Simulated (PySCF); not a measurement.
**MoOF₂: relaxation and vibrations of the singlet**

Where does singlet MoOF₂ go from a trigonal planar start, is the end point a minimum, and what are its modes, charges and moments?

The runs use PySCF 2.14.0; PBE0, basis Mo def2-TZVP with ECP28, O def2-TZVP, F def2-TZVP, scalar-relativistic core potentials, no spin–orbit coupling, density fitting.

### 1 Starting geometry

4 atoms, charge 0, spin multiplicity 1.

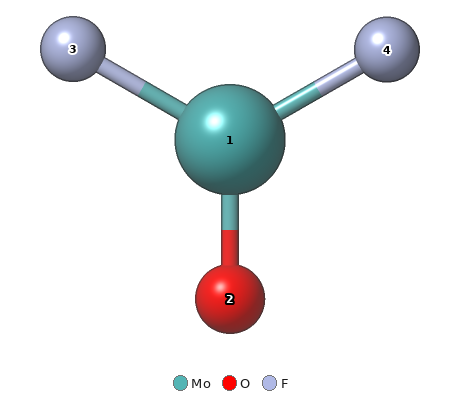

The starting geometry (molybdenum teal, oxygen red, fluorine light blue); atoms are numbered from 1 in the order of the file.

```xyz
4
charge 0 multiplicity 1
Mo    0.0000    0.0000   -0.0652
O     0.0000    0.0000   -1.8452
F    -1.7494    0.0000    0.9448
F     1.7494    0.0000    0.9448
```

### 2 The SCF at the typed geometry

One driver script runs all steps and calls PySCF; scf.py shows how it sets up the SCF of each step. The optimiser is the driver's own. After this first run the driver tries any further starts and a stability analysis.

scf.py

```python
from pyscf import gto, scf, dft
mol = gto.M(atom='''
Mo    -0.000000     0.000000    -0.065220
O      0.000000     0.000000    -1.845200
F     -1.749370     0.000000     0.944790
F      1.749390     0.000000     0.944800''',
    basis={'Mo': 'def2-TZVP', 'O': 'def2-TZVP', 'F': 'def2-TZVP'},
    ecp={'Mo': 'def2-TZVP'},
    charge=0, spin=0)
mf = dft.RKS(mol, xc='PBE0')
mf.grids.atom_grid = (50, 194)
aux = {'Mo': 'def2-universal-JKFIT', 'O': 'def2-universal-JKFIT', 'F': 'def2-universal-JKFIT'}
mf = mf.density_fit(auxbasis=aux)
mf.conv_tol = 1e-08
mf.diis_space = 10
mf.max_cycle = 60
mf.init_guess = 'minao'
mf.verbose = 4
mf.kernel()
```

Run with:

```console
> OMP_NUM_THREADS=4 python axn.py task.json out
```

Standard output:

```text
init E= -336.215162301878
  HOMO = -0.416790246642882  LUMO = -0.405924227338073  gap/eV = 0.29568
cycle= 1 E= -342.657687214831  delta_E= -6.44  |g|= 1.34  |ddm|= 3.69
  HOMO = -0.226393381474929  LUMO = -0.220588221035988  gap/eV = 0.15797
cycle= 2 E= -336.099090019217  delta_E= 6.56  |g|= 5.44  |ddm|= 3.24
  HOMO = -0.177757054822646  LUMO = -0.134293382542531  gap/eV = 1.18271
cycle= 3 E= -342.874200374932  delta_E= -6.78  |g|= 0.75  |ddm|=    3
  HOMO = -0.271951706358607  LUMO = -0.192153232746652  gap/eV = 2.17143
cycle= 4 E= -342.897624938719  delta_E= -0.0234  |g|= 0.694  |ddm|= 0.635
  HOMO = -0.280338033326831  LUMO = -0.202717808213539  gap/eV = 2.11215
cycle= 5 E= -342.981342325784  delta_E= -0.0837  |g|= 0.146  |ddm|= 0.329
  HOMO = -0.266071133872529  LUMO = -0.185603052873276  gap/eV = 2.18965
cycle= 6 E= -342.984520284013  delta_E= -0.00318  |g|= 0.0748  |ddm|= 0.0937
  HOMO = -0.264602354149595  LUMO = -0.184399521447688  gap/eV = 2.18243
cycle= 7 E= -342.985553216004  delta_E= -0.00103  |g|= 0.0144  |ddm|= 0.0254
  HOMO = -0.264132564154604  LUMO = -0.183997695454611  gap/eV = 2.18058
cycle= 8 E= -342.985592311406  delta_E= -3.91e-05  |g|= 0.00147  |ddm|= 0.00601
  HOMO = -0.264253617961224  LUMO = -0.184086142269475  gap/eV = 2.18147
cycle= 9 E= -342.985592627369  delta_E= -3.16e-07  |g|= 0.000569  |ddm|= 0.000789
  HOMO = -0.264279142063316  LUMO = -0.184103300320402  gap/eV = 2.18170
cycle= 10 E= -342.985592678009  delta_E= -5.06e-08  |g|= 0.000292  |ddm|= 0.000273
  HOMO = -0.264285931512152  LUMO = -0.184107407480276  gap/eV = 2.18177
cycle= 11 E= -342.985592692274  delta_E= -1.43e-08  |g|= 8.94e-05  |ddm|= 0.00013
  HOMO = -0.264290110240371  LUMO = -0.184109213388194  gap/eV = 2.18183
cycle= 12 E= -342.98559269431  delta_E= -2.04e-09  |g|= 6.8e-06  |ddm|= 6.86e-05
  HOMO = -0.264289637377193  LUMO = -0.184108315971386  gap/eV = 2.18184
Extra cycle  E= -342.985592694323  delta_E= -1.24e-11  |g|= 1.08e-05  |ddm|= 1.23e-05
converged SCF energy = -342.985592694323
```

This step, with its further starts and checks, took 9.4 s on 4 threads of Arm Neoverse V1, shared host.

The starts that the driver tried:

| start | energy (Eh) |
| --- | --- |
| the minimal-basis guess | -342.985593 |
| a thermally smeared density | -343.005177 |
| a smeared PBE density | -343.005177 |

This is not the lowest solution: one lies 51.4 kJ/mol lower, at -343.00518 Eh, and the relaxation starts from that.

### 3 Relaxation: trigonal planar start, singlet

The program finds C2v symmetry in the start, which this walk keeps.

Changes to scf.py since step 2:

```diff
@@ -4,3 +4,3 @@
-O      0.000000     0.000000    -1.845200
-F     -1.749370     0.000000     0.944790
-F      1.749390     0.000000     0.944800''',
+O     -0.000000     0.000000    -1.845200
+F     -1.749380     0.000000     0.944795
+F      1.749380     0.000000     0.944795''',
@@ -17 +16,0 @@
-mf.init_guess = 'minao'
```

The optimiser's trace:

| step | energy (Eh) | change (kJ/mol) | largest symmetric gradient (Eh/bohr) |
| --- | --- | --- | --- |
| 0 | -343.005177 | 0.00 | 0.12930 |
| 1 | -343.049150 | -115.45 | 0.06507 |
| 2 | -343.053050 | -125.69 | 0.01226 |
| 3 | -343.053807 | -127.68 | 0.00497 |
| 4 | -343.053964 | -128.09 | 0.00332 |
| 5 | -343.054008 | -128.21 | 0.00021 |
| 6 | -343.054009 | -128.21 | 0.00002 |

The walk took 12 s.

Geometry (Å) and forces (eV/Å) at some steps:

```
step 0
Mo   0.000   0.000  -0.065   0.000   0.000  -2.901
O    0.000   0.000  -1.845   0.000   0.000   6.649
F   -1.749   0.000   0.945   3.137   0.000  -1.874
F    1.749   0.000   0.945  -3.136   0.000  -1.874
step 1
Mo   0.000   0.000  -0.074   0.000   0.000   3.346
O    0.000   0.000  -1.690   0.000   0.000  -1.712
F   -1.635   0.000   0.872   1.019   0.000  -0.817
F    1.635   0.000   0.872  -1.019   0.000  -0.817
step 3
Mo   0.000   0.000  -0.013   0.000   0.000  -0.031
O    0.000   0.000  -1.663   0.000   0.000   0.255
F   -1.632   0.000   0.828   0.056   0.000  -0.112
F    1.632   0.000   0.828  -0.056   0.000  -0.112
step 6
Mo   0.000   0.000   0.007   0.000   0.000   0.001
O    0.000   0.000  -1.638   0.000   0.000  -0.001
F   -1.649   0.000   0.806   0.000   0.000   0.000
F    1.649   0.000   0.806   0.000   0.000   0.000
```

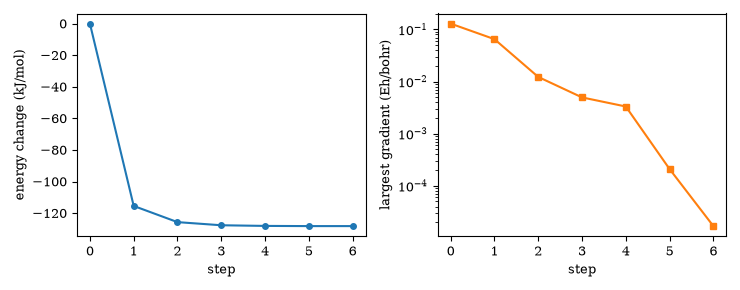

Energy and largest gradient along the walk.

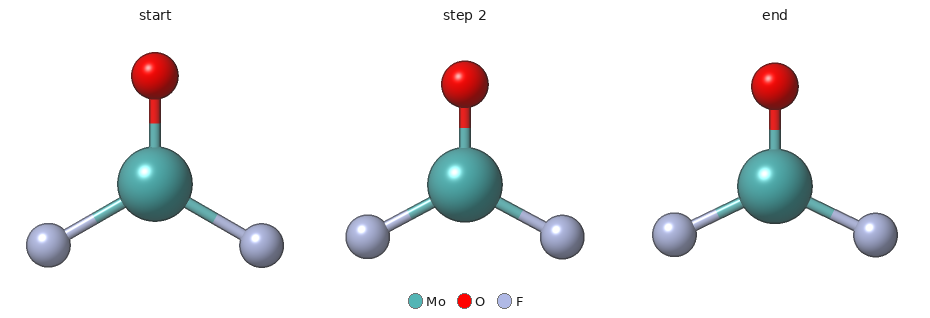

Start and end of the relaxation, with a step between.

End point (C2v, 6 steps, 128.2 kJ/mol gained): Mo–F 1.833 Å (×2), Mo–O 1.645 Å; F–Mo–F 128.3°, F–Mo–O 115.8° (×2).

### 4 Is it a minimum? Harmonic modes

On the finer grid the gradient is checked again; gradients at displacements of ±0.02 bohr then give force constants and infrared intensities.

Changes to scf.py since step 3:

```diff
@@ -3,4 +3,4 @@
-Mo    -0.000000     0.000000    -0.065220
-O     -0.000000     0.000000    -1.845200
-F     -1.749380     0.000000     0.944795
-F      1.749380     0.000000     0.944795''',
+Mo    -0.000000     0.000000    -0.031138
+O     -0.000000     0.000000    -1.676373
+F     -1.645178     0.000000     0.776868
+F      1.645178     0.000000     0.776868''',
@@ -11 +11 @@
-mf.grids.atom_grid = (50, 194)
+mf.grids.atom_grid = (75, 302)
@@ -14 +14 @@
-mf.conv_tol = 1e-08
+mf.conv_tol = 1e-10
```

The driver hands on the density of the step before, so the log starts near convergence.

Log of the central SCF (cycles and frontier levels):

```text
init E= -343.054001206697
  HOMO = -0.253633049874914  LUMO = -0.142658668728522  gap/eV = 3.01977
cycle= 1 E= -343.054001206693  delta_E= 3.81e-12  |g|= 5.07e-06  |ddm|= 4.1e-06
  HOMO = -0.253633716629754  LUMO = -0.142659224241324  gap/eV = 3.01977
Extra cycle  E= -343.054001206677  delta_E= 1.62e-11  |g|= 1.14e-05  |ddm|= 8.26e-06
converged SCF energy = -343.054001206677
```

The whole step took 41 s.

Geometry: C2v; Mo–F 1.833 Å (×2), Mo–O 1.645 Å; F–Mo–F 127.7°, F–Mo–O 116.2° (×2).

Modes, for the most abundant isotopes:

| symmetry | ω (cm⁻¹) | IR (km/mol) | type |
| --- | --- | --- | --- |
| b1 | 69 | 9.8 | bend |
| a1 | 175 | 8.2 | bend |
| b2 | 270 | 6.1 | bend |
| a1 | 675 | 68.8 | stretch |
| b2 | 738 | 183 | stretch |
| a1 | 1103 | 164 | stretch |

All wavenumbers are real: a minimum.

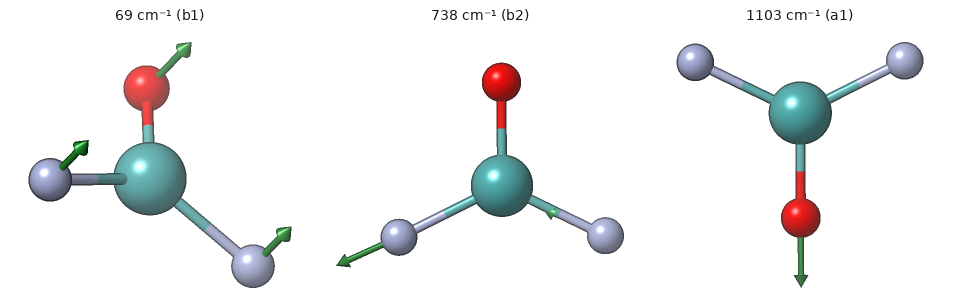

How the atoms move in 3 of the modes.

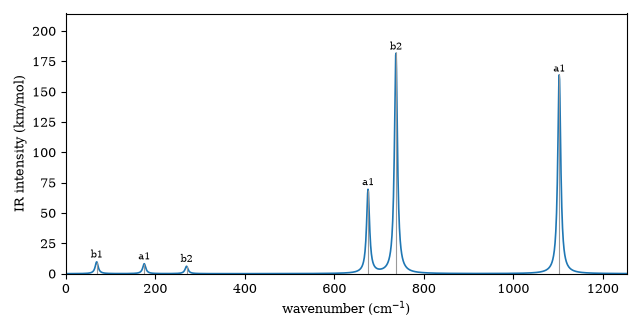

The harmonic infrared spectrum (widths in cm⁻¹). Lines are broadened to a width of 8 cm⁻¹ (Lorentzian).

Properties at this point:

```yaml
Dipole_moment: 0.71 D
Highest_occupied_level: -6.90 eV
Lowest_empty_level: -3.88 eV
Rotational_constants: 0.248, 0.1639, 0.09869 cm⁻¹
Zero-point_energy: 18.1 kJ/mol
Principal_polarisabilities: 34.9, 41.4, 41.7 bohr³
Atomisation_energy_without_zero-point_energy: 1519 kJ/mol
Principal_traceless_quadrupole_moments_about_the_centre_of_mass: -2.98, -0.62, 3.60 D Å
Entropy_at_298.15_K_and_1_bar: 309.3 J/(mol K)
Heat_capacity_Cp_at_298.15_K: 64.6 J/(mol K)
Enthalpy_at_298.15_K_above_0_K: 15.43 kJ/mol
Rotational_symmetry_number: 2
```

Charges (e) and bond orders:

```tsv
atom	Mulliken	Löwdin	polar tensor	Mayer order to Mo1
Mo1	1.43	0.74	1.84	–
O2	-0.51	-0.24	-0.68	2.15
F3,4	-0.46	-0.25	-0.58	0.88
```

Mulliken populations on Mo1 (outside its core potential): s 2.54, p 6.17, d 3.80, f 0.07.

### 5 A spin-polarised start

A stability analysis found the closed shell of the lowest minimum unstable towards spin polarisation, so the unrestricted solution is followed.

The program finds C2v symmetry in the start, which may break. Threshold on the gradient: 0.0003 Eh/bohr, with a further test on the energy change.

Changes to scf.py since step 4:

```diff
@@ -3,4 +3,4 @@
-Mo    -0.000000     0.000000    -0.031138
-O     -0.000000     0.000000    -1.676373
-F     -1.645178     0.000000     0.776868
-F      1.645178     0.000000     0.776868''',
+Mo    -0.000000     0.000000    -0.028877
+O     -0.000000     0.000000    -1.674111
+F     -1.645178     0.000000     0.779130
+F      1.645178     0.000000     0.779129''',
@@ -10,2 +10,2 @@
-mf = dft.RKS(mol, xc='PBE0')
-mf.grids.atom_grid = (75, 302)
+mf = dft.UKS(mol, xc='PBE0')
+mf.grids.atom_grid = (50, 194)
@@ -14 +14 @@
-mf.conv_tol = 1e-10
+mf.conv_tol = 1e-08
```

Energy and gradient, step by step:

| step | energy (Eh) | change (kJ/mol) | largest gradient (Eh/bohr) |
| --- | --- | --- | --- |
| 0 | -343.065236 | 0.00 | 0.01556 |
| 1 | -343.066250 | -2.66 | 0.00746 |
| 2 | -343.066467 | -3.23 | 0.00274 |
| 3 | -343.066658 | -3.73 | 0.00233 |
| 4 | -343.066682 | -3.80 | 0.00106 |
| 5 | -343.066683 | -3.80 | 0.00064 |
| 6 | -343.066683 | -3.80 | 0.00019 |

The walk took 21 s.

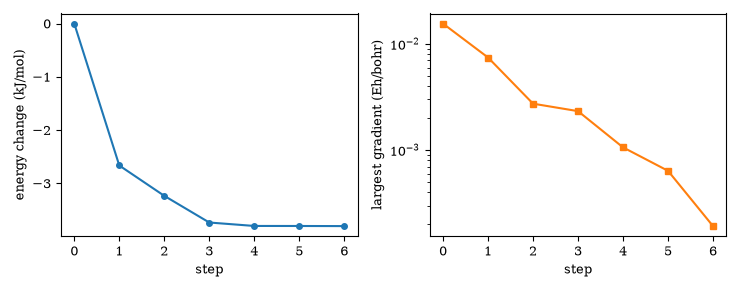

Energy and largest gradient along the walk.

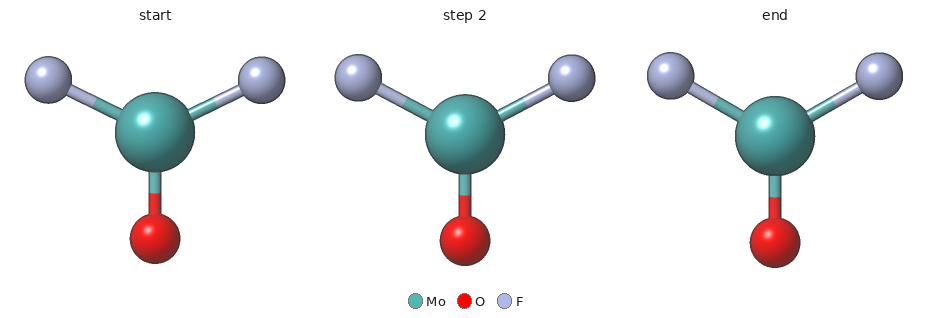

Start and end of the relaxation, with a step between.

After 6 steps and 3.8 kJ/mol it ends at C2v: Mo–F 1.859 Å (×2), Mo–O 1.648 Å; F–Mo–F 120.0°, F–Mo–O 120.0° (×2).

### 6 Is it a minimum? Harmonic modes

As before: finer grid, then central differences.

Changes to scf.py since step 5:

```diff
@@ -3,4 +3,4 @@
-Mo    -0.000000     0.000000    -0.028877
-O     -0.000000     0.000000    -1.674111
-F     -1.645178     0.000000     0.779130
-F      1.645178     0.000000     0.779129''',
+Mo     0.000000    -0.000000    -0.061797
+O      0.000000    -0.000001    -1.710112
+F     -1.607011     0.000000     0.873437
+F      1.607011     0.000000     0.873437''',
@@ -11 +11 @@
-mf.grids.atom_grid = (50, 194)
+mf.grids.atom_grid = (75, 302)
@@ -14 +14 @@
-mf.conv_tol = 1e-08
+mf.conv_tol = 1e-10
```

SCF at the final geometry:

```text
init E= -343.066905964136
[... the frontier-level lines of each cycle are left out ...]
cycle= 1 E= -343.066905964116  delta_E= 2.06e-11  |g|= 9.55e-06  |ddm|= 8.28e-06
Extra cycle  E= -343.066905963964  delta_E= 1.52e-10  |g|= 2.3e-05  |ddm|= 1.52e-05
converged SCF energy = -343.066905963964  <S^2> = 0.90078433  2S+1 = 2.1454923
```

The whole step took 70 s on 4 threads of Arm Neoverse V1, shared host.

Geometry: C2v; Mo–F 1.859 Å (×2), Mo–O 1.648 Å; F–Mo–F 119.6°, F–Mo–O 120.2° (×2).

Harmonic modes (main isotopes):

| ω (cm⁻¹) | IR (km/mol) | μ (u) | type |
| --- | --- | --- | --- |
| 131 | 20.0 | 24.67 | bend |
| 162 | 10.2 | 21.34 | bend |
| 226 | 13.7 | 18.51 | bend |
| 649 | 86.4 | 20.18 | stretch |
| 691 | 203 | 23.56 | stretch |
| 1095 | 182 | 18.09 | stretch |

μ is the mass of the mode for normalised Cartesian displacements, not the reduced mass of the usual diatomic formula.

All wavenumbers are real: a minimum.

Here the density breaks the symmetry of the frame, and no labels are given.

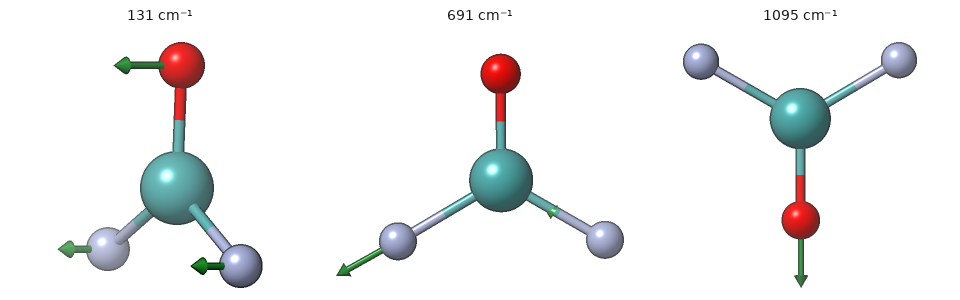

Displacements of 3 of the modes, as arrows (one member where a mode is degenerate).

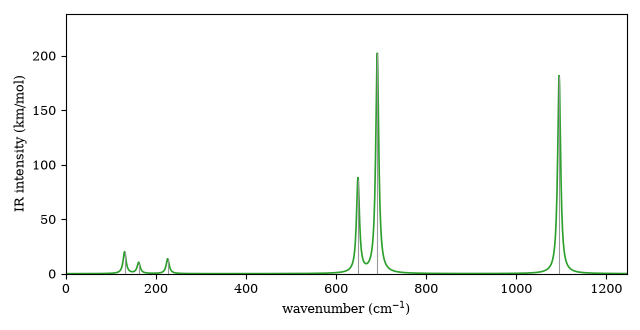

The harmonic infrared spectrum (widths in cm⁻¹). Lines are broadened to a width of 8 cm⁻¹ (Lorentzian).

Constants and moments:

```yaml
Dipole_moment: 0.16 D
Highest_occupied_level: -7.41 eV
Lowest_empty_level: -3.39 eV
Rotational_constants: 0.2214, 0.1718, 0.09674 cm⁻¹
Zero-point_energy: 17.7 kJ/mol
Principal_polarisabilities: 33.9, 34.6, 40.5 bohr³
Atomisation_energy_without_zero-point_energy: 1553 kJ/mol
Principal_traceless_quadrupole_moments_about_the_centre_of_mass: -4.43, -2.56, 6.99 D Å
Entropy_at_298.15_K_and_1_bar: 306.8 J/(mol K)
Heat_capacity_Cp_at_298.15_K: 65.4 J/(mol K)
Enthalpy_at_298.15_K_above_0_K: 15.43 kJ/mol
Rotational_symmetry_number: 2
Spin_squared_⟨S²⟩: 0.901
```

Populations by atom (charges in e):

```json
{"atom": "Mo1", "Mulliken": "1.49", "Löwdin": "0.81", "polar tensor": "2.07", "spin (Mulliken)": "0.00", "Mayer order to Mo1": "–"}
{"atom": "O2", "Mulliken": "-0.52", "Löwdin": "-0.25", "polar tensor": "-0.74", "spin (Mulliken)": "0.00", "Mayer order to Mo1": "2.11"}
{"atom": "F3,4", "Mulliken": "-0.48", "Löwdin": "-0.28", "polar tensor": "-0.67", "spin (Mulliken)": "0.00", "Mayer order to Mo1": "0.81"}
```

Outer orbital energies (eV). α occupied: -13.29, -12.88, -12.76, -12.26, -11.58, -11.43, -10.98, -7.41; empty: -3.39, -2.82, -1.09, -0.77. β occupied: -13.29, -12.88, -12.76, -12.26, -11.58, -11.43, -10.98, -7.41; empty: -3.39, -2.82, -1.09, -0.77.

Mulliken populations on Mo1 (outside its core potential): s 2.37, p 6.17, d 3.89, f 0.07.

### 7 All stationary points

| spin | group | bonds | imaginary modes (cm⁻¹) | ΔE (kJ/mol) | with zero-point energy |
| --- | --- | --- | --- | --- | --- |
| broken-symmetry (Ms = 0) | C2v (density of lower symmetry) | Mo–F 1.859 Å (×2), Mo–O 1.648 Å | none | 0.0 | 0.0 |
| singlet | C2v | Mo–F 1.833 Å (×2), Mo–O 1.645 Å | none | 33.9 | 34.3 |

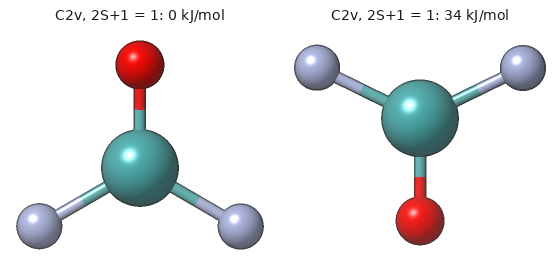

The points, lowest first (molybdenum teal, oxygen red, fluorine light blue).

### 8 Results

| quantity | value |
| --- | --- |
| minimum | broken-symmetry (Ms = 0), C2v |
| geometry | Mo–F 1.859 Å (×2), Mo–O 1.648 Å; F–Mo–F 119.6°, F–Mo–O 120.2° (×2) |
| wavenumbers (cm⁻¹) | 131, 162, 226, 649, 691, 1095 |
| dipole moment | 0.16 D |
| highest occupied, lowest empty level (either spin) | -7.41, -3.39 eV |
| polar-tensor charge of Mo1 | +2.07 e |
| zero-point energy | 17.7 kJ/mol |
| entropy at 298.15 K | 306.8 J/(mol K) |
| atomisation energy (no zero-point energy) | 1553 kJ/mol |
| ⟨S²⟩ | 0.901 |

**Reading.** The molecule stays C2v, as typed, and the end point is a minimum. The determinant is spin-contaminated (⟨S²⟩ = 0.90 against 0.00), so it is no pure spin state. In the infrared the band at 691 cm⁻¹ (stretch) leads. The first SCF alone would have been 51 kJ/mol too high. Other starts or spin states, not run here, may lie lower. The SCF density has lower symmetry than the nuclear frame.

The search up to here took 2.7 min.
